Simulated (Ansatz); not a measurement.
# GeHCl3 (SMILES [Cl][GeH]([Cl])[Cl]) at 6 levels

We compute a comparison of 6 runs (HF/cc-pVDZ, BLYP/cc-pVDZ, CAM-B3LYP/cc-pVDZ, PBE-QIDH/cc-pVDZ, B3LYP/6-31G*) of GeHCl3. 

The calculation is run with Ansatz 0.2.0.

61 further runs of the same task are left out: 12 that didn't finish, 49 set aside as unsound or not needed. Runs told in other sessions of the task aren't counted.

## Step 1: Starting point

GeHCl3: 5 atoms, total charge 0, spin state singlet. As SMILES, `[Cl][GeH]([Cl])[Cl]`. The Ge2–Cl3 distance was set to 4.678 Å, away from the relaxed value. At this shape a bond of the SMILES string is far longer than usual.

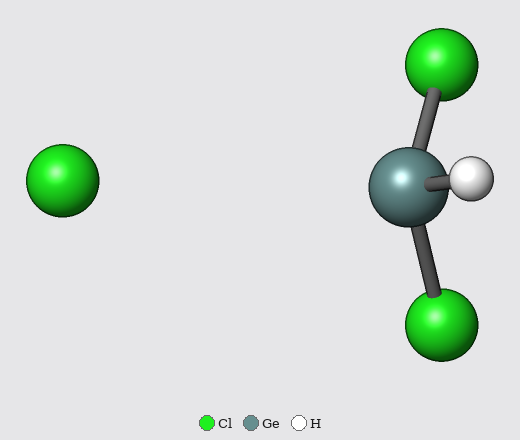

The structure, seen from a chosen angle (chlorine green, germanium teal, hydrogen white).

## Step 2: The energy at HF/cc-pVDZ (run 1)

Contents of input.yaml:

```yaml
crystal:
  periodic: [false, false, false]
  atoms:
    - symbol: Cl
      position_ang: [-2.396306, 2.217050, 1.930501]
    - symbol: Ge
      position_ang: [-1.116206, 2.320450, 0.236001]
    - symbol: Cl
      position_ang: [1.117900, -1.767600, -0.185300]
    - symbol: Cl
      position_ang: [-2.313706, 2.615450, -1.495999]
    - symbol: H
      position_ang: [-0.116006, 3.460550, 0.392801]
basis:
  gaussian:
    orbitals: cc-pVDZ
hamiltonian:
  xc: hf
accuracy: high
output: {orbitals: {seedname: orbitals}}
```

Run with:

```sh
$ ansatz run input.yaml --threads 1 --pin off --max-ram 3480MiB --events-out events.jsonl --progress --plain --runs-dir runs
```

Log:

```text
Warning: RAYON_NUM_THREADS=1 ignored (pool sized by the plan → 1); use --threads N
Functional definition: HF
  name "HF"
  exchange = exact_x
  correlation = 0
1823 factors; integrals over basis functions are off by at most 4.4e-9 eV
mean field evaluation 1: about -93993.7002 eV, gradient 3.0e1 eV
mean field evaluation 2: about -93993.7098 eV, gradient 3.0e1 eV
mean field evaluation 4: about -93996.0891 eV, gradient 1.5e1 eV
mean field evaluation 8: about -93997.4682 eV, gradient 1.1e0 eV
mean field evaluation 16: about -93997.4936 eV, gradient 9.8e-7 eV
mean field evaluation 32: about -93994.3765 eV, gradient 2.1e1 eV
mean field -93997.49357375 eV, -3454.3441750457 hartree, gradient 2.3e-8 eV, S^2 0.000000; 0 other end points of the search recorded, 0 dependent functions left out
reference -93997.49357375 eV, -3454.3441750457 hartree; 42, 42 occupied and 44, 44 virtual orbitals, 1823 factors
Total energy: -93997.49357375 eV, -3454.3441750457 hartree
```

Wall time 10 s (1 thread of Arm Neoverse N1, shared host); peak memory 0.29 GiB.

## Step 3: The energy at BLYP/cc-pVDZ (run 2)

Contents of input.yaml:

```yaml
crystal:
  periodic: [false, false, false]
  atoms:
    - {symbol: Cl, position_ang: [-2.396306, 2.217050, 1.930501]}
    - {symbol: Ge, position_ang: [-1.116206, 2.320450, 0.236001]}
    - {symbol: Cl, position_ang: [1.117900, -1.767600, -0.185300]}
    - {symbol: Cl, position_ang: [-2.313706, 2.615450, -1.495999]}
    - {symbol: H, position_ang: [-0.116006, 3.460550, 0.392801]}
basis:
  gaussian: {orbitals: cc-pVDZ}
hamiltonian: {xc: {name: BLYP}}
accuracy: high
output: {orbitals: {seedname: orbitals}}
```

Run with:

```sh
$ ansatz run input.yaml --threads 1 --pin off --max-ram 3480MiB --events-out events.jsonl --progress --plain --runs-dir runs
```

Log:

```text
Warning: RAYON_NUM_THREADS=1 ignored (pool sized by the plan → 1); use --threads N
Functional definition: BLYP
  name "BLYP"
  parameter beta = 0.0042
  parameter a = 0.04918
  parameter b = 0.132
  parameter c = 0.2533
  parameter d = 0.349
  exchange = b88_x(beta = beta)
  correlation = lyp_c(a = a, b = b, c = c, d = d)
1823 factors; integrals over basis functions are off by at most 4.4e-9 eV
mean field evaluation 1: about -94096.8076 eV, gradient 3.3e1 eV
mean field evaluation 2: about -93866.1007 eV, gradient 1.2e2 eV
mean field evaluation 4: about -94087.3297 eV, gradient 3.8e1 eV
mean field evaluation 8: about -94089.1862 eV, gradient 2.9e1 eV
mean field evaluation 16: about -94102.7351 eV, gradient 2.1e-8 eV
mean field evaluation 32: about -94099.1603 eV, gradient 2.5e1 eV
mean field -94102.73511358 eV, -3458.2117302994 hartree, gradient 1.5e-8 eV, S^2 0.000000; 4 other end points of the search recorded, 0 dependent functions left out
reference -94102.73517623 eV, -3458.2117326017 hartree; 42, 42 occupied and 44, 44 virtual orbitals, 1823 factors
Total energy: -94102.73517623 eV, -3458.2117326017 hartree
```

Wall time 17 s (1 thread of Arm Neoverse N1, shared host); peak memory 0.2 GiB.

Runs 3 to 4 aren't shown in full; the table further down has their settings and results.

## Step 4: A single-point energy at B3LYP/6-31G(d) (spherical functions) (run 5)

Contents of in.yaml:

```yaml
crystal:
  periodic: [false, false, false]
  atoms:
    - symbol: Cl
      position_ang: [-2.396306, 2.217050, 1.930501]
    - symbol: Ge
      position_ang: [-1.116206, 2.320450, 0.236001]
    - symbol: Cl
      position_ang: [1.117900, -1.767600, -0.185300]
    - symbol: Cl
      position_ang: [-2.313706, 2.615450, -1.495999]
    - symbol: H
      position_ang: [-0.116006, 3.460550, 0.392801]
basis:
  gaussian:
    orbitals: 6-31G_st_-spherical.json
accuracy: high
hamiltonian:
  xc: {name: B3LYP}
output:
  orbitals: {seedname: orbitals}
```

The basis set 6-31G* is read from a file made from the Basis Set Exchange's data (not shown).

Run with:

```sh
$ ansatz run in.yaml --threads 1 --pin off --max-ram 3480MiB --events-out events.jsonl --progress --plain --runs-dir runs
```

Log:

```text
Warning: RAYON_NUM_THREADS=1 ignored (pool sized by the plan → 1); use --threads N
Functional definition: B3LYP
  name "B3LYP"
  parameter a0 = 0.2
  parameter ax = 0.72
  parameter ac = 0.81
  exchange = (1 - a0 - ax)*slater_x + ax*b88_x + a0*exact_x
  correlation = (1 - ac)*vwn_rpa_c + ac*lyp_c
1673 factors; integrals over basis functions are off by at most 3.9e-9 eV
mean field evaluation 1: about -94089.1932 eV, gradient 3.3e1 eV
mean field evaluation 2: about -93861.4774 eV, gradient 1.2e2 eV
mean field evaluation 4: about -94088.3073 eV, gradient 3.2e1 eV
mean field evaluation 8: about -94086.2657 eV, gradient 3.3e1 eV
mean field evaluation 16: about -94094.5173 eV, gradient 8.8e-4 eV
mean field evaluation 32: about -94093.8659 eV, gradient 1.1e1 eV
mean field -94094.51727300 eV, -3457.9097302282 hartree, gradient 8.7e-8 eV, S^2 0.000000; 4 other end points of the search recorded, 0 dependent functions left out
reference -94094.51731899 eV, -3457.9097319184 hartree; 42, 42 occupied and 46, 46 virtual orbitals, 1673 factors
Total energy: -94094.51731899 eV, -3457.9097319184 hartree
```

Run time: 24 s. Hardware: 1 thread of Arm Neoverse N1, shared host; peak memory 0.31 GiB.

## Step 5: A single-point energy at B3LYP/6-31G(d) (Cartesian functions) (run 6)

in.yaml, as its differences from that of step 4:

```diff
@@ -14,8 +14,5 @@
 basis:
-  gaussian:
-    orbitals: 6-31G_st_-spherical.json
+  gaussian: {orbitals: "6-31G*"}
+hamiltonian: {xc: {name: B3LYP}}
 accuracy: high
-hamiltonian:
-  xc: {name: B3LYP}
-output:
-  orbitals: {seedname: orbitals}
+output: {orbitals: {seedname: orbitals}}
```

Run with:

```sh
$ ansatz run in.yaml --threads 1 --pin off --max-ram 3480MiB --events-out events.jsonl --progress --plain --runs-dir runs
```

Log, cut to the lines that bear on the results:

```text
Warning: RAYON_NUM_THREADS=1 ignored (pool sized by the plan → 1); use --threads N
[... 7 set-up lines as earlier in the session ...]
1709 factors; integrals over basis functions are off by at most 4.7e-9 eV
mean field evaluation 1: about -94089.6592 eV, gradient 3.4e1 eV
mean field evaluation 2: about -93861.4682 eV, gradient 1.3e2 eV
mean field evaluation 4: about -94080.4114 eV, gradient 3.6e1 eV
mean field evaluation 8: about -94094.8241 eV, gradient 3.2e0 eV
mean field evaluation 16: about -94094.9290 eV, gradient 1.6e-1 eV
mean field evaluation 32: about -94094.9291 eV, gradient 3.3e-7 eV
mean field evaluation 64: about -94094.9078 eV, gradient 8.0e-1 eV
mean field -94094.92909167 eV, -3457.9248642853 hartree, gradient 8.5e-8 eV, S^2 0.000000; 4 other end points of the search recorded, 0 dependent functions left out
reference -94094.92913765 eV, -3457.9248659748 hartree; 42, 42 occupied and 52, 52 virtual orbitals, 1709 factors
Total energy: -94094.92913765 eV, -3457.9248659748 hartree
```

It took 27 s on 1 thread of Arm Neoverse N1, shared host; peak memory 0.33 GiB.

## Step 6: Overview of the runs

```
run                               level  frozen core orbitals  Cartesian functions   energy (Eh)  HOMO energy (eV)  LUMO energy (eV)  HOMO–LUMO gap (eV)  wall time
  1                          HF/cc-pVDZ                     –                   no  -3454.344175             -8.13             -4.02                4.11       10 s
  2                        BLYP/cc-pVDZ                     –                   no  -3458.211733                 –                 –                   –       17 s
  3                   CAM-B3LYP/cc-pVDZ                     –                   no  -3458.281840             -7.90             -5.35                2.55       29 s
  4                    PBE-QIDH/cc-pVDZ                    24                   no  -3456.730290             -7.99             -5.15                2.84       32 s
  5  B3LYP/6-31G* (spherical functions)                     –                   no  -3457.909732             -7.05             -6.18                0.87       24 s
  6  B3LYP/6-31G* (Cartesian functions)                     –                  yes  -3457.924866             -7.05             -6.18                0.87       27 s
```

## Step 7: Outcome

| quantity | value |
| --- | --- |
| run 6: total energy | -3457.92487 Eh |
| run 6: HOMO energy | -7.05 eV |
| run 6: LUMO energy | -6.18 eV |
| run 6: HOMO–LUMO gap | 0.87 eV |

In words: Over runs 1, 3, 4, 5, 6 the HOMO–LUMO gap runs from 0.87 eV (B3LYP/6-31G*) to 4.11 eV (HF/cc-pVDZ). The two ends differ in method and basis. Totals of different functionals can't be ranked against each other. In run 4 the log says that unrestricted orbitals would lower the reference, so the values rest on an unstable closed-shell determinant (other closed-shell runs at this shape may share the fault). In all runs a closed-shell determinant meets a far-stretched bond; if it breaks into open shells, such a determinant describes it badly, and no broken-symmetry solution was shown. All runs together took 2.3 min, the longest 32 s.
